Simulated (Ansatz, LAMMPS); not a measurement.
# Liquid (Cs,Rb)Br at 940 K (90 atoms): a single point, part 2 of 2

Aim: energy, forces, charges and density of states of liquid (Cs,Rb)Br at 940 K (90 atoms) at a fixed geometry.

Ansatz 0.2.0; Kohn-Sham DFT, PBE, PAW (set soft_2), plane waves.

The cell: 19 Cs, 26 Rb and 45 Br. The network of bonds at the start is that of the classical potential that made the cell. The ion parameters were fitted for water, not for melts. Only the Γ point is sampled, in a cell whose shortest periodic width is 17 Å. Spin–orbit coupling is left out.

So far. Step 3 (Plane-wave single point): Between -26 and -18 eV lie 82 more states.

### Step 3. Plane-wave single point (continued)

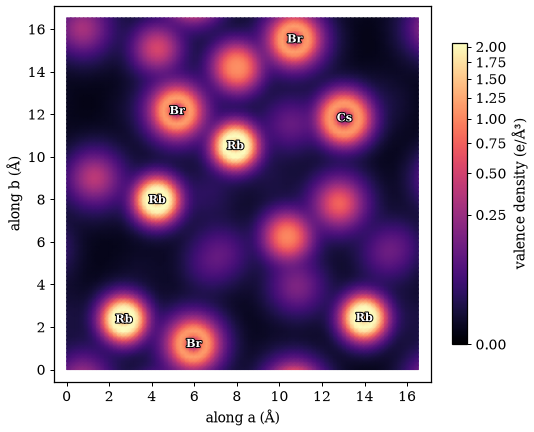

Valence density in the ab plane at fractional z = 0.053, with atoms of Cs and Rb and Br within 0.2 Å of it. It is the smooth field of the valence electrons, not physical close to the nuclei. The map starts off the cell's origin, so that atoms lie inside it. The colour scale is stretched toward low values.

Mean Löwdin charges: Br -0.70, Cs +0.78, Rb +0.76 e (they miss 0.44 % of the electrons, so they add up to more than the cell's charge).

### Step 4. Distances and neighbours

Bonds and neighbours are counted at the geometry of the runs.

Density 3.07 g/cm³, 50.21 Å³ an atom.

Pair distribution functions g(r), in bins of 0.2 Å:

| r (Å) | total | Br-Br | Br-Rb | Br-Cs | Rb-Rb | Rb-Cs | Cs-Cs |
| --- | --- | --- | --- | --- | --- | --- | --- |
| 3.00 | 0.19 | 0.00 | 0.49 | 0.23 | 0.00 | 0.00 | 0.00 |
| 3.20 | 1.81 | 0.00 | 3.58 | 3.67 | 0.00 | 0.00 | 0.00 |
| 3.40 | 2.51 | 0.00 | 4.96 | 4.92 | 0.00 | 0.30 | 0.00 |
| 3.60 | 1.60 | 0.00 | 3.06 | 3.25 | 0.42 | 0.00 | 0.00 |
| 3.80 | 1.18 | 0.00 | 2.04 | 2.21 | 0.74 | 0.51 | 0.00 |
| 4.00 | 0.86 | 0.44 | 1.17 | 1.46 | 0.97 | 0.22 | 0.00 |
| 4.20 | 0.90 | 1.10 | 0.69 | 0.72 | 0.91 | 1.20 | 1.13 |
| 4.40 | 1.03 | 1.64 | 0.40 | 0.55 | 1.09 | 1.69 | 2.05 |
| 4.60 | 1.19 | 2.33 | 0.65 | 0.30 | 1.50 | 1.19 | 1.91 |
| 4.80 | 1.26 | 2.25 | 0.27 | 0.46 | 1.41 | 2.39 | 2.58 |
| 5.00 | 0.98 | 1.64 | 0.37 | 0.34 | 1.06 | 1.76 | 2.01 |
| 5.20 | 0.86 | 1.46 | 0.11 | 0.47 | 1.96 | 1.23 | 1.10 |
| 5.40 | 0.98 | 1.04 | 0.85 | 0.43 | 1.28 | 1.50 | 2.08 |
| 5.60 | 0.70 | 1.03 | 0.64 | 0.13 | 1.19 | 0.71 | 0.95 |
| 5.80 | 0.87 | 1.21 | 0.41 | 0.63 | 0.95 | 1.52 | 1.18 |
| 6.00 | 0.75 | 0.89 | 0.72 | 0.29 | 1.17 | 1.22 | 0.27 |
| 6.20 | 1.06 | 1.39 | 0.72 | 1.09 | 0.95 | 1.13 | 1.29 |
| 6.40 | 0.94 | 0.95 | 0.94 | 0.67 | 1.82 | 0.79 | 0.98 |
| 6.60 | 1.03 | 0.94 | 0.88 | 1.44 | 0.74 | 0.84 | 1.60 |
| 6.80 | 1.06 | 0.61 | 1.29 | 1.50 | 0.93 | 0.79 | 0.85 |
| 7.00 | 1.08 | 1.02 | 1.25 | 1.12 | 0.98 | 0.89 | 0.82 |
| 7.20 | 1.26 | 0.89 | 1.39 | 1.53 | 1.44 | 1.27 | 0.78 |
| 7.40 | 1.07 | 0.71 | 1.57 | 1.23 | 0.19 | 0.99 | 0.90 |
| 7.60 | 1.11 | 0.77 | 1.44 | 1.64 | 0.74 | 0.82 | 0.00 |
| 7.80 | 0.96 | 0.88 | 1.09 | 1.52 | 0.53 | 0.48 | 0.00 |

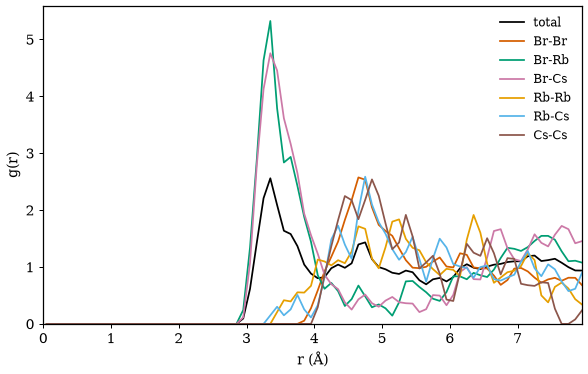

Pair distribution functions, lightly smoothed.

Bonds by pair of elements; cutoffs follow the first minimum of g(r), held within bounds set by covalent radii, and pairs that aren't listed don't count as bonded:

| pair A-B | cutoff (Å) | bonds | mean length (Å) | spread (Å) | shortest (Å) | B about A | A about B |
| --- | --- | --- | --- | --- | --- | --- | --- |
| Br-Rb | 3.98 | 115 | 3.48 | 0.233 | 3.06 | 2.56 | 4.42 |
| Br-Cs | 4.26 | 96 | 3.56 | 0.277 | 3.02 | 2.13 | 5.05 |

The cutoff for Br-Rb falls short of the minimum of g(r), so counts run low and odd coordinations can be artefacts.

How many atoms have how many bonded neighbours:

| element | mean | 3 | 4 | 5 | 6 |
| --- | --- | --- | --- | --- | --- |
| Br | 4.69 | 5 | 9 | 26 | 5 |
| Cs | 5.05 | 1 | 4 | 7 | 7 |
| Rb | 4.42 | 2 | 12 | 11 | 1 |

Bond angles, per cent of each kind in bins of 5°:

| angle (°) | Br-Rb-Br | Br-Cs-Br | Cs-Br-Rb | Rb-Br-Rb | Cs-Br-Cs |
| --- | --- | --- | --- | --- | --- |
| 55–60 | 0.0 | 0.0 | 0.5 | 0.0 | 0.0 |
| 60–65 | 0.5 | 0.0 | 1.0 | 2.5 | 0.0 |
| 65–70 | 0.0 | 1.0 | 4.0 | 4.1 | 1.2 |
| 70–75 | 6.9 | 9.9 | 5.5 | 6.6 | 3.6 |
| 75–80 | 7.9 | 8.9 | 6.0 | 5.0 | 14.3 |
| 80–85 | 9.4 | 13.4 | 12.1 | 7.4 | 15.5 |
| 85–90 | 11.8 | 7.9 | 8.5 | 7.4 | 8.3 |
| 90–95 | 13.8 | 11.4 | 10.1 | 13.2 | 7.1 |
| 95–100 | 5.9 | 7.9 | 7.5 | 7.4 | 8.3 |
| 100–105 | 4.4 | 2.0 | 7.0 | 5.0 | 5.9 |
| 105–110 | 5.4 | 4.0 | 4.5 | 3.3 | 2.4 |
| 110–115 | 4.9 | 3.0 | 2.5 | 4.1 | 5.9 |
| 115–120 | 3.0 | 4.0 | 3.0 | 2.5 | 1.2 |
| 120–125 | 2.0 | 2.5 | 3.5 | 5.0 | 2.4 |
| 125–130 | 1.5 | 2.5 | 2.5 | 3.3 | 4.8 |
| 130–135 | 4.4 | 2.5 | 4.0 | 2.5 | 2.4 |
| 135–140 | 4.9 | 3.0 | 2.0 | 2.5 | 1.2 |
| 140–145 | 0.5 | 2.0 | 3.5 | 3.3 | 2.4 |
| 145–150 | 0.5 | 2.5 | 2.0 | 5.0 | 2.4 |
| 150–155 | 3.9 | 5.0 | 2.0 | 1.7 | 3.6 |
| 155–160 | 2.5 | 2.0 | 1.0 | 3.3 | 2.4 |
| 160–165 | 2.5 | 2.5 | 4.0 | 0.8 | 2.4 |
| 165–170 | 2.0 | 2.0 | 1.0 | 1.7 | 1.2 |
| 170–175 | 1.5 | 0.0 | 1.0 | 1.7 | 0.0 |
| 175–180 | 0.0 | 0.5 | 1.0 | 0.8 | 1.2 |

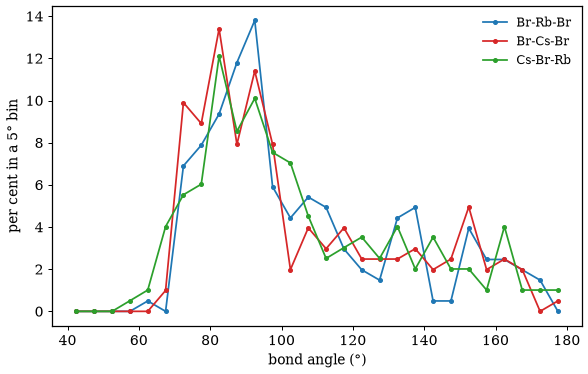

Distributions of the most common bond angles.

Bond angles (no mean is given where the spread exceeds 20°):

| angle | count | mean (°) | spread (°) |
| --- | --- | --- | --- |
| Br-Rb-Br | 203 | - | - |
| Br-Cs-Br | 202 | - | - |
| Cs-Br-Rb | 199 | - | - |
| Rb-Br-Rb | 121 | - | - |
| Cs-Br-Cs | 84 | - | - |

Bond length by coordination (bonds to H left out):

| element | coordination | atoms | mean bond length (Å) |
| --- | --- | --- | --- |
| Br | 3 | 5 | 3.46 |
| Br | 4 | 9 | 3.51 |
| Br | 5 | 26 | 3.51 |
| Br | 6 | 5 | 3.58 |
| Cs | 3 | 1 | 3.44 |
| Cs | 4 | 4 | 3.55 |
| Cs | 5 | 7 | 3.50 |
| Cs | 6 | 7 | 3.62 |
| Rb | 3 | 2 | 3.41 |
| Rb | 4 | 12 | 3.44 |
| Rb | 5 | 11 | 3.53 |
| Rb | 6 | 1 | 3.48 |

First main peaks of g(r), for some of the pairs, lie near 4.7 Å (Br-Br), 3.4 Å (Br-Rb) and 3.4 Å (Br-Cs).

Local excerpt of 10 atoms (numbers count through the whole input) about Rb40, picked at random; x, y, z are measured from there.

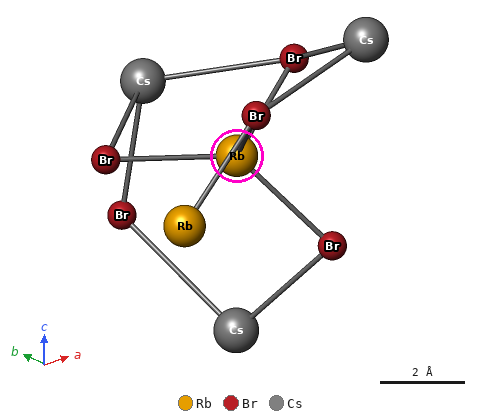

The atoms of the table, within 4.8 Å (arrows a, b, c point along x, y, z); some may hide others; the central atom is ringed.

| atom | x | y | z | distance (Å) | bonds | Löwdin charge (e) | Fx | Fy | Fz (eV/Å) |
| --- | --- | --- | --- | --- | --- | --- | --- | --- | --- |
| Rb40 | 0.00 | 0.00 | 0.00 | 0.00 | 4 | 0.76 | -0.02 | -0.12 | -0.16 |
| Br76 | -2.74 | 1.63 | 0.08 | 3.19 | 4 | -0.71 | -0.24 | -0.37 | 0.15 |
| Br89 | 2.62 | 1.04 | 1.55 | 3.22 | 5 | -0.69 | -0.98 | 0.00 | 0.44 |
| Br79 | 1.71 | -1.54 | -2.28 | 3.24 | 5 | -0.69 | -0.26 | 0.59 | -0.32 |
| Br75 | -1.24 | -2.27 | 2.05 | 3.30 | 5 | -0.69 | 0.10 | 0.12 | 0.08 |
| Cs3 | 0.09 | 3.70 | 0.78 | 3.78 | 6 | 0.78 | -0.48 | -0.16 | 0.16 |
| Cs6 | 2.37 | -2.02 | 3.04 | 4.35 | 5 | 0.78 | -0.29 | 0.00 | 0.01 |
| Rb31 | -3.68 | -2.54 | -0.13 | 4.47 | 3 | 0.76 | -0.06 | 0.04 | -0.60 |
| Br58 | -0.50 | 3.78 | -2.57 | 4.60 | 5 | -0.70 | -0.01 | 0.08 | -0.52 |
| Cs12 | 0.37 | 0.48 | -4.76 | 4.79 | 6 | 0.78 | -0.01 | 0.27 | 0.06 |

The column of bonds counts only the pairs Br-Rb within 3.98 Å, Br-Cs within 4.26 Å; other neighbours, such as metal atoms beside each other in a compound, aren't counted, and periodic images can show an atom twice.

### Step 5. Summary of results

| Property | Result |
| --- | --- |
| free energy per atom | -3534.2647 eV/atom |
| pressure | 0.8177 GPa |
| r.m.s. force component | 0.2932 eV/Å |
| gap (highest filled to lowest empty level) | 3.265 eV |
| wall time of the 1 DFT run | 24 s |

The highest filled and lowest empty levels differ by 3.26 eV (at Γ alone); a semilocal functional tends to put such gaps too low. In a disordered cell it changes from sample to sample and from frame to frame.

What to keep in mind: The force components of 0.29 eV/Å r.m.s. reflect the temperature of the frame as well as the gap between the generating potential and DFT. The pressure of a single frame lacks the kinetic term.

[Hosts, paths, dates, database ids (printed as entryN), source tags and the programs' standing remarks are cut or masked in the printed files.]
